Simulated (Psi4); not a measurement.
**Run report: C3H9In, excited-state calculation**

System: C3H9In, SMILES [CH3][In]([CH3])[CH3].
Method: CIS/def2-TZVP, RHF, core potentials def2 (Psi4 1.11).

The geometry comes from this level: PBE0-D4/def2-TZVP.

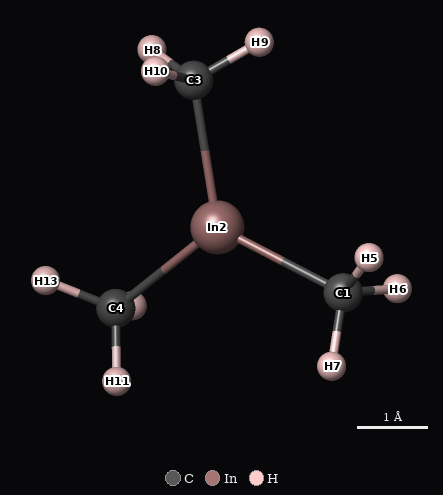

The structure (ball-and-stick view, seen at a tilt; atoms are numbered from 1 in the order of the input). Sticks mark near contacts.

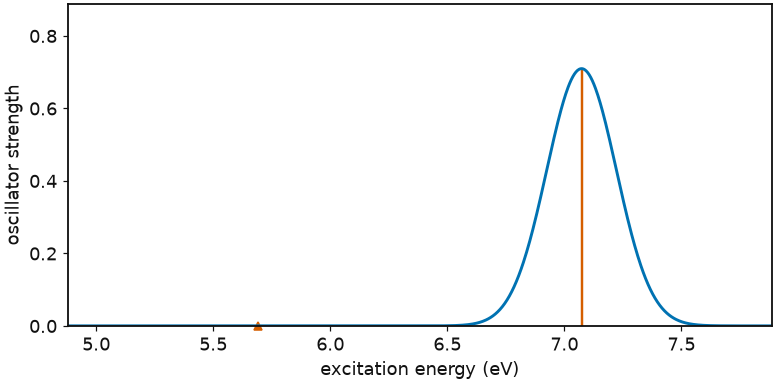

Computed excitations as sticks (degenerate states added up, dark ones marked on the axis), with a Gaussian envelope of 0.35 eV full width at half maximum, scaled to the tallest. Of the 4 states the lowest lies at 5.69 eV (f = 0.000); the strongest line is at 7.07 eV, or 175 nm (f = 0.709, summed over 2 states that lie within 0.004 eV).

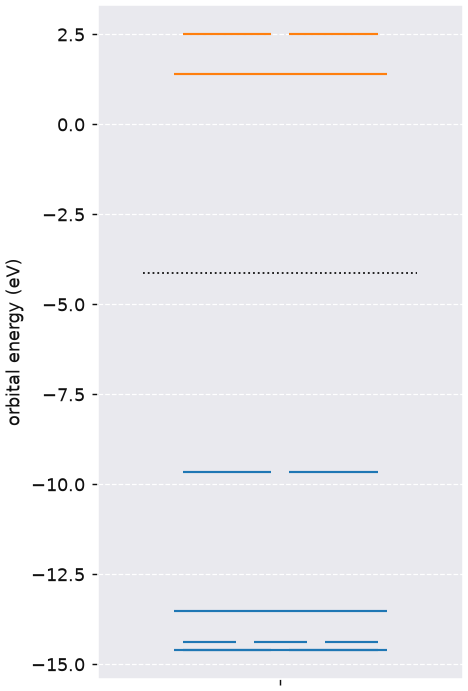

Orbital energies near the frontier (SCF reference); the dotted line parts filled from empty levels, and levels within 0.02 eV of each other stand side by side. Highest filled −9.65 eV, lowest empty 1.39 eV, 11.04 eV apart.

The input and output of the run follow.

Input file (c3h9in.py):
```python
import psi4

psi4.set_memory('1600 MB')
psi4.set_num_threads(1)
psi4.core.set_output_file('c3h9in.out', False)

molecule = psi4.geometry("""
C     -0.95657936     3.58651121    -1.70604475
In     0.01492884    -0.00623610    -0.01303911
C      2.78791295    -0.16742973     2.98765700
C     -1.80771201    -3.43590004    -1.29106089
H      0.62247579     4.90950847    -1.61325919
H     -2.54149267     4.42082530    -0.67463223
H     -1.53351275     3.35804332    -3.67230478
H      2.41204643    -1.73514653     4.27304871
H      2.83591200     1.59209426     4.06158836
H      4.66233229    -0.45863653     2.16675997
H     -2.37103937    -3.29549339    -3.26941517
H     -3.51243395    -3.76206677    -0.16875254
H     -0.57447674    -5.07145800    -1.05276642
units bohr
symmetry c1
""")

psi4.set_options(dict(basis='def2-TZVP', puream=True, scf_type='df', save_jk=True))

from psi4.driver.procrouting.response.scf_response import tdscf_excitations
e_tot, wfn = psi4.energy('scf', molecule=molecule, return_wfn=True)
states = tdscf_excitations(wfn, states=4, tda=True)
for k, s in enumerate(states, 1):
    print(f"root {k}: {s['EXCITATION ENERGY'] * 27.211386:.4f} eV  f = {s['OSCILLATOR STRENGTH (LEN)']:.4f}  {s['SYMMETRY']}")
print(f'scf energy: {e_tot:.10f} Eh')
```

Run as:
```bash
python c3h9in.py
```

What the program printed:
```
=> Loading Basis Set <=

    Name: DEF2-TZVP
    Role: ORBITAL
    Keyword: BASIS

    !!!  WARNING: ECP capability is in beta. Please check occupations closely.  !!!

         ---------------------------------------------------------
                                   SCF
                              RHF Reference
                        1 Threads,   1525 MiB Core
         ---------------------------------------------------------

  ==> Geometry <==

    Molecular point group: c1
    Full point group: C1

    Geometry (in Bohr), charge = 0, multiplicity = 1:

       Center              X                  Y                   Z               Mass
    ------------   -----------------  -----------------  -----------------  -----------------
         C           -0.969072929793     3.592518649174    -1.696287133267    12.000000000000
         IN           0.002435270207    -0.000228660826    -0.003281493267   114.903878776000
         C            2.775419380207    -0.161422290826     2.997414616733    12.000000000000
         C           -1.820205579793    -3.429892600826    -1.281303273267    12.000000000000
         H            0.609982220207     4.915515909174    -1.603501573267     1.007825032230
         H           -2.553986239793     4.426832739174    -0.664874613267     1.007825032230
         H           -1.546006319793     3.364050759174    -3.662547163267     1.007825032230
         H            2.399552860207    -1.729139090826     4.282806326733     1.007825032230
         H            2.823418430207     1.598101699174     4.071345976733     1.007825032230
         H            4.649838720207    -0.452629090826     2.176517586733     1.007825032230
         H           -2.383532939793    -3.289485950826    -3.259657553267     1.007825032230
         H           -3.524927519793    -3.756059330826    -0.158994923267     1.007825032230
         H           -0.586970309793    -5.065450560826    -1.043008803267     1.007825032230

  Running in c1 symmetry.

  Rotational constants: A =      0.13970  B =      0.13938  C =      0.07259 [cm^-1]
  Rotational constants: A =   4188.04579  B =   4178.58407  C =   2176.13590 [MHz]
  Nuclear repulsion =  189.811581689962338

  Charge       = 0
  Multiplicity = 1
  Electrons    = 48
  Nalpha       = 24
  Nbeta        = 24

  ==> Algorithm <==

  SCF Algorithm Type is DF.
  DIIS enabled.
  MOM disabled.
  Fractional occupation disabled.
  Guess Type is SAD.
  Energy threshold   = 1.00e-06
  Density threshold  = 1.00e-06
  Integral threshold = 1.00e-12

  ==> Primary Basis <==

  Basis Set: DEF2-TZVP
    Blend: DEF2-TZVP
    Number of shells: 85
    Number of basis functions: 197
    Number of Cartesian functions: 221
    Spherical Harmonics?: true
    Max angular momentum: 3

  Core potential: DEF2-TZVP
    Number of shells: 4
    Number of ECP primitives: 18
    Number of ECP core electrons: 28
    Max angular momentum: 3

   => Loading Basis Set <=

    Name: (DEF2-TZVP AUX)
    Role: JKFIT
    Keyword: DF_BASIS_SCF

  ==> Integral Setup <==

  DFHelper Memory: AOs need 0.179 GiB; user supplied 1.118 GiB.
  SCF_SUBTYPE=INCORE selected. In-core MEM_DF algorithm will be used.
  Using in-core AOs.

  ==> MemDFJK: Density-Fitted J/K Matrices <==

    J tasked:                   Yes
    K tasked:                   Yes
    wK tasked:                   No
    Memory [MiB]:              1144
    Algorithm:                 Core
    Schwarz Cutoff:           1E-12
    Mask sparsity (%):       4.5917
    Fitting Condition:        1E-10

   => Auxiliary Basis Set <=

  Basis Set: (DEF2-TZVP AUX)
    Blend: DEF2-UNIVERSAL-JKFIT
    Number of shells: 175
    Number of basis functions: 605
    Number of Cartesian functions: 756
    Spherical Harmonics?: true
    Max angular momentum: 5

  Minimum eigenvalue in the overlap matrix is 6.2484402991E-04.
  Reciprocal condition number of the overlap matrix is 8.7334266158E-05.
    Using symmetric orthogonalization.

  ==> Pre-Iterations <==

  SCF Guess: Superposition of Atomic Densities via on-the-fly atomic UHF (no occupation information).

   -------------------------
    Irrep   Nso     Nmo
   -------------------------
     A        197     197
   -------------------------
    Total     197     197
   -------------------------

  ==> Iterations <==

                           Total Energy        Delta E     RMS |[F,P]|

   @DF-RHF iter SAD:  -306.04803782829708   -3.06048e+02   0.00000e+00
   @DF-RHF iter   1:  -307.74995057456232   -1.70191e+00   3.94256e-03 ADIIS/DIIS
   @DF-RHF iter   2:  -308.00914479976143   -2.59194e-01   1.79984e-03 ADIIS/DIIS
   @DF-RHF iter   3:  -308.07036410804983   -6.12193e-02   2.03706e-04 ADIIS/DIIS
   @DF-RHF iter   4:  -308.07261280569037   -2.24870e-03   5.18545e-05 DIIS
   @DF-RHF iter   5:  -308.07270777839841   -9.49727e-05   1.63724e-05 DIIS
   @DF-RHF iter   6:  -308.07271580756787   -8.02917e-06   2.56107e-06 DIIS
   @DF-RHF iter   7:  -308.07271616277166   -3.55204e-07   6.24193e-07 DIIS
  Energy and wave function converged.

  ==> Post-Iterations <==

    Orbital Energies [Eh]
    ---------------------

    Doubly Occupied:

       1A    -11.193267     2A    -11.193256     3A    -11.193168
       4A     -5.350477     5A     -3.613589     6A     -3.602024
       7A     -3.602019     8A     -1.007914     9A     -0.998618
      10A     -0.998585    11A     -0.995420    12A     -0.995382
      13A     -0.905479    14A     -0.890480    15A     -0.890378
      16A     -0.537134    17A     -0.536781    18A     -0.536277
      19A     -0.528772    20A     -0.528440    21A     -0.528129
      22A     -0.496969    23A     -0.354672    24A     -0.354559

    Virtual:

      25A      0.051018    26A      0.092141    27A      0.092162
      28A      0.095328    29A      0.142001    30A      0.198384
      31A      0.209230    32A      0.216183    33A      0.229914
      34A      0.239779    35A      0.247215    36A      0.248089
      37A      0.272208    38A      0.278048    39A      0.298664
      40A      0.308713    41A      0.313286    42A      0.336032
      43A      0.344402    44A      0.348505    45A      0.350122
      46A      0.358427    47A      0.369889    48A      0.394856
      49A      0.414935    50A      0.422436    51A      0.432975
      52A      0.455903    53A      0.503652    54A      0.545956
      55A      0.567027    56A      0.587413    57A      0.591107
      58A      0.593648    59A      0.637269    60A      0.648366
      61A      0.656626    62A      0.664699    63A      0.672017
      64A      0.683800    65A      0.729751    66A      0.759371
      67A      0.760823    68A      0.816031    69A      0.819589
      70A      0.828383    71A      0.829372    72A      0.859371
      73A      0.868222    74A      0.882246    75A      1.044895
      76A      1.050958    77A      1.075503    78A      1.080229
      79A      1.092272    80A      1.112395    81A      1.131238
      82A      1.143377    83A      1.172784    84A      1.189762
      85A      1.212362    86A      1.229513    87A      1.261279
      88A      1.266708    89A      1.279275    90A      1.291515
      91A      1.325040    92A      1.358701    93A      1.360724
      94A      1.426331    95A      1.492118    96A      1.509093
      97A      1.510738    98A      1.752687    99A      1.795241
     100A      1.800198   101A      1.822481   102A      1.822605
     103A      1.822828   104A      1.834548   105A      1.850309
     106A      1.868208   107A      1.872915   108A      1.886629
     109A      1.893152   110A      2.052054   111A      2.167688
     112A      2.174677   113A      2.177309   114A      2.211113
     115A      2.219094   116A      2.231401   117A      2.234487
     118A      2.268727   119A      2.338261   120A      2.405625
     121A      2.406190   122A      2.421753   123A      2.434012
     124A      2.438486   125A      2.456905   126A      2.471388
     127A      2.478186   128A      2.517119   129A      2.572210
     130A      2.616289   131A      2.627399   132A      2.686622
     133A      2.686903   134A      2.690588   135A      2.706191
     136A      2.706806   137A      2.707718   138A      2.730273
     139A      2.750130   140A      2.766954   141A      2.770894
     142A      2.851139   143A      2.893032   144A      2.894822
     145A      2.901657   146A      2.905393   147A      2.923057
     148A      2.936195   149A      3.166715   150A      3.184151
     151A      3.198433   152A      3.201784   153A      3.437928
     154A      3.451491   155A      3.463881   156A      3.469397
     157A      3.486860   158A      3.498459   159A      3.521867
     160A      3.540473   161A      3.556765   162A      3.571615
     163A      3.603288   164A      3.604897   165A      3.616037
     166A      3.635213   167A      3.673040   168A      3.690232
     169A      3.691109   170A      3.766366   171A      3.887532
     172A      3.897630   173A      3.900819   174A      3.919964
     175A      3.921332   176A      3.928179   177A      3.958656
     178A      3.961124   179A      4.010365   180A      4.412258
     181A      4.602410   182A      4.622956   183A      4.631100
     184A      4.635353   185A      4.647898   186A      4.649281
     187A      4.777742   188A      4.790460   189A      4.794649
     190A     23.274603   191A     23.287293   192A     23.295519
     193A     38.961443   194A     39.429294   195A     39.867946
     196A     39.869186   197A    125.870299

    Final Occupation by Irrep:
              A
    DOCC [    24 ]
    NA   [    24 ]
    NB   [    24 ]

  @DF-RHF Final Energy:  -308.07271616277166

   => Energetics <=

    Nuclear Repulsion Energy =            189.8115816899623383
    One-Electron Energy =                -872.1049194997096947
    Two-Electron Energy =                 374.2206216469756441
    Total Energy =                       -308.0727161627716555

Computation Completed

Properties will be evaluated at   0.000000,   0.000000,   0.000000 [a0]

Properties computed using the SCF density matrix

 Multipole Moments:

 ------------------------------------------------------------------------------------
     Multipole            Electronic (a.u.)      Nuclear  (a.u.)        Total (a.u.)
 ------------------------------------------------------------------------------------

 L = 1.  Multiply by 2.5417464519 to convert [e a0] to [Debye]
 Dipole X            :          0.1436161           -0.1446452           -0.0010291
 Dipole Y            :         -0.0138439            0.0141578            0.0003138
 Dipole Z            :         -0.1888037            0.1881192           -0.0006846
 Magnitude           :                                                    0.0012752

 ------------------------------------------------------------------------------------

	total time  =          5 seconds =       0.08 minutes

******************************************************************************************
**********                               WARNING                                **********
**********       The names of excited state variables changed between 1.5       **********
**********     and 1.6. For a quick solution, remove the symmetry specifier     **********
**********   from the variable name. For full details, see 'Notes on Psivars'   **********
**********                        in the documentation.                         **********
******************************************************************************************

         ---------------------------------------------------------
                         TDSCF excitation energies
         ---------------------------------------------------------

  ==> Options <==

     Residual threshold  : 1.0000e-04
     Initial guess       : denominators
     Reference           : RHF
     Solver type         : TDA (Davidson)

  ==> Requested Excitations <==

      4 singlet states with A symmetry

  ==> Seeking the lowest 4 singlet states with A symmetry

                         Generalized Davidson Solver

  ==> Options <==

    Max number of iterations        = 60
    Eigenvector tolerance           = 1.0000e-04
    Max number of expansion vectors = 800

  => Iterations <=
                           Max[D[value]]     Max[|R|]   # vectors
  DavidsonSolver iter   1:   2.76714e-01  7.98628e-02     16
  DavidsonSolver iter   2:   1.45558e-02  3.93949e-02     20
  DavidsonSolver iter   3:   1.99225e-03  1.04391e-02     24
  DavidsonSolver iter   4:   1.80541e-04  4.29645e-03     28
  DavidsonSolver iter   5:   1.86447e-05  1.73489e-03     32
  DavidsonSolver iter   6:   2.56319e-06  4.99666e-04     36
  DavidsonSolver iter   7:   3.64877e-07  2.27879e-04     38
  DavidsonSolver iter   8:   5.55992e-08  1.03112e-04     39
  DavidsonSolver iter   9:   5.70285e-09  9.52173e-05     40      Converged

******************************************************************************************
**********                               WARNING                                **********
**********  Length-gauge rotatory strengths are **NOT** gauge-origin invariant  **********
******************************************************************************************

                                    Excitation Energy         Total Energy        Oscillator Strength             Rotatory Strength
     #   Sym: GS->ES (Trans)        au              eV              au          au (length)    au (velocity)    au (length)    au (velocity)
    ---- -------------------- --------------- --------------- --------------- --------------- --------------- --------------- ---------------
     1        A->A (1 A)       0.20910         5.68982        -307.86362       0.0000          0.0000          0.0004         -0.0004
     2        A->A (1 A)       0.20916         5.69146        -307.86356       0.0000          0.0000         -0.0004          0.0004
     3        A->A (1 A)       0.25993         7.07305        -307.81279       0.3547          0.3287         -0.0003         -0.0003
     4        A->A (1 A)       0.25997         7.07405        -307.81275       0.3547          0.3286          0.0002          0.0002

Contributing excitations
Only contributions with abs(coeff) > 1.00e-01 will be printed:

Excited State    1 (1 A):   0.20910 au   217.91 nm f = 0.0000
  Sums of squares: Xssq =  1.000000e+00
     23a  ->  25a     0.136593 ( 1.866%)
     24a  ->  25a     0.901801 (81.324%)
     24a  ->  29a     0.372844 (13.901%)

Excited State    2 (1 A):   0.20916 au   217.84 nm f = 0.0000
  Sums of squares: Xssq =  1.000000e+00
     23a  ->  25a     0.901687 (81.304%)
     23a  ->  29a     0.373895 (13.980%)
     24a  ->  25a    -0.136586 ( 1.866%)

Excited State    3 (1 A):   0.25993 au   175.29 nm f = 0.3547
  Sums of squares: Xssq =  1.000000e+00
     22a  ->  26a    -0.116385 ( 1.355%)
     23a  ->  27a     0.297907 ( 8.875%)
     24a  ->  26a    -0.279204 ( 7.796%)
     24a  ->  28a     0.867156 (75.196%)

Excited State    4 (1 A):   0.25997 au   175.27 nm f = 0.3547
  Sums of squares: Xssq =  1.000000e+00
     22a  ->  27a    -0.116109 ( 1.348%)
     23a  ->  26a     0.321844 (10.358%)
     23a  ->  28a     0.851759 (72.549%)
     24a  ->  27a     0.298551 ( 8.913%)

******************************************************************************************
**********                               WARNING                                **********
**********       The names of excited state variables changed between 1.5       **********
**********     and 1.6. For a quick solution, remove the symmetry specifier     **********
**********   from the variable name. For full details, see 'Notes on Psivars'   **********
**********                        in the documentation.                         **********
******************************************************************************************
```

Standard output:
```
root 1: 5.6898 eV  f = 0.0000  A
root 2: 5.6915 eV  f = 0.0000  A
root 3: 7.0730 eV  f = 0.3547  A
root 4: 7.0740 eV  f = 0.3547  A
scf energy: -308.0727161628 Eh
```

Results in brief:

```csv
quantity,value
outcome,converged
total energy,−308.072716 hartree
basis functions,197
HOMO of the SCF reference,−9.65 eV
LUMO of the SCF reference,1.39 eV
lowest excitation,5.69 eV
hardware,"1 thread of AMD EPYC (Zen 2), 12 GiB of memory available, shared host"
wall time,15 s
peak memory,0.42 GiB
```
